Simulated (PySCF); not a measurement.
**Run report: Mn²⁺, atomic calculation**

Mn²⁺, configuration 1s2 2s2 2p6 3s2 3p6 3d5, multiplicity 6. Computed at this level: unrestricted M06-2X, STO-3G, non-relativistic, point nucleus (PySCF).

### Input
```python
from pyscf import gto, scf, dft, mp, cc
import basis_set_exchange as bse
mol = gto.M(atom="Mn 0 0 0", charge=2, spin=5, symmetry="D2h",
            basis=gto.basis.parse(bse.get_basis("STO-3G", elements=["Mn"], fmt="nwchem", header=False)))
mf = dft.UKS(mol, xc="M062X")
mf.irrep_nelec = {'Ag': (5, 3), 'B1g': (1, 0), 'B2g': (1, 0), 'B3g': (1, 0), 'B1u': (2, 2), 'B2u': (2, 2), 'B3u': (2, 2)}
mf.kernel()
```

The script is an equivalent of what the driver set up; the driver started from orbitals of its own, so the log can be shorter than this script's would be, and it computed the properties (radii, ⟨L²⟩, response) afterwards. It held the occupations shell by shell, which the script's counts by irreducible representation don't always enforce.

Hardware: 1 thread of Arm Neoverse N1, 45 GiB of memory available, shared host.

The run was one of a batch that the task file lists, launched with:
```bash
OMP_NUM_THREADS=1 python <driver script> TASK.json OUT
```

### Output (extracts)
```
damping factor = 0
level_shift factor = 0
DIIS = <class 'pyscf.scf.diis.CDIIS'>
diis_start_cycle = 1
diis_space = 10
diis_damp = 0
SCF conv_tol = 1e-09
SCF conv_tol_grad = None
number electrons alpha = 14  beta = 9
XC functionals = M062X
    Y. Zhao and D. G. Truhlar.,  Theor. Chem. Acc. 120, 215 (2008)
    Y. Zhao and D. G. Truhlar.,  Theor. Chem. Acc. 120, 215 (2008)
cycle= 1 E= -1137.84001516964  delta_E= -0.000733  |g|= 0.00262  |ddm|= 0.03
cycle= 2 E= -1137.84001817342  delta_E= -3e-06  |g|= 0.000229  |ddm|= 0.00205
cycle= 3 E= -1137.84001819483  delta_E= -2.14e-08  |g|= 1.39e-05  |ddm|= 0.000165
cycle= 4 E= -1137.84001819491  delta_E= -8.32e-11  |g|= 1.85e-07  |ddm|= 1.12e-05
converged SCF energy = -1137.84001819491  <S^2> = 8.7514674  2S+1 = 6.0004891
```

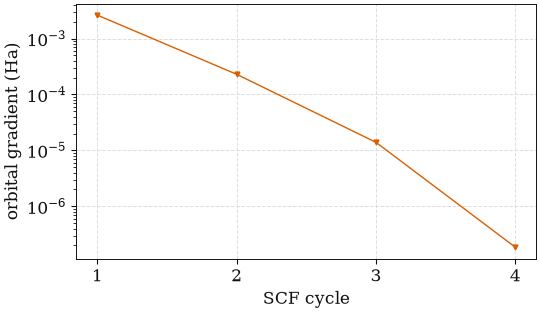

Figure 1. Convergence: orbital gradient against the SCF cycle. The residual falls at every step. It goes from 0.0026 to 1.9×10⁻⁷ in 4 steps.

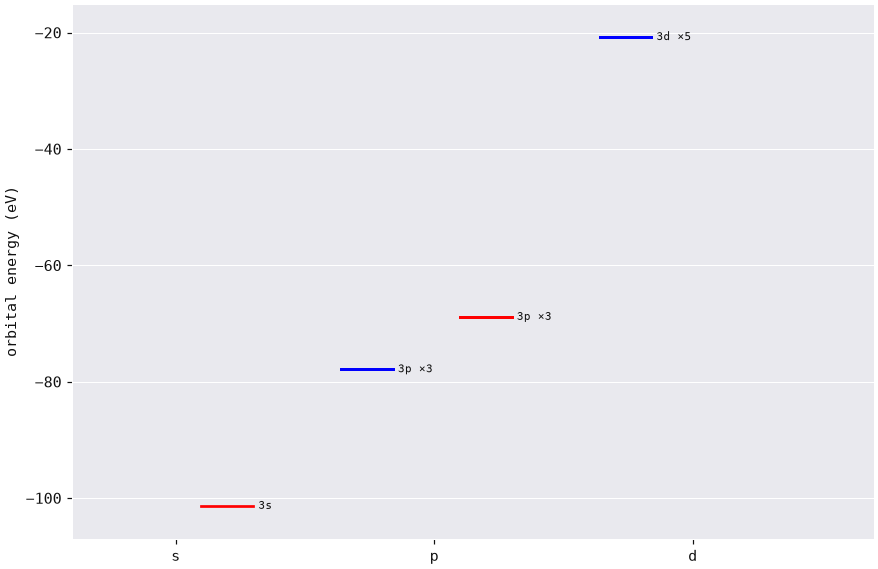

Figure 2. Orbital energies of the mean field, from the top down to −101.4 eV, by angular momentum, α spin at the left of each column and β at the right; ×n counts the orbitals under one label. The highest filled orbital is 3d α at −20.8 eV, the lowest empty one s β at −16.3 eV.

### Outcome

| quantity | value |
| --- | --- |
| outcome | converged |
| total energy | −1137.8400 hartree |
| kinetic energy | 1132.7810 hartree |
| ⟨S²⟩ | 8.751 |
| SCF iterations | 4 |

### What is odd here

This input holds a deliberate oddity: minimal basis. The program ran to the end. Its numbers are those of this setting; this run alone doesn't show how far the oddity moves them.
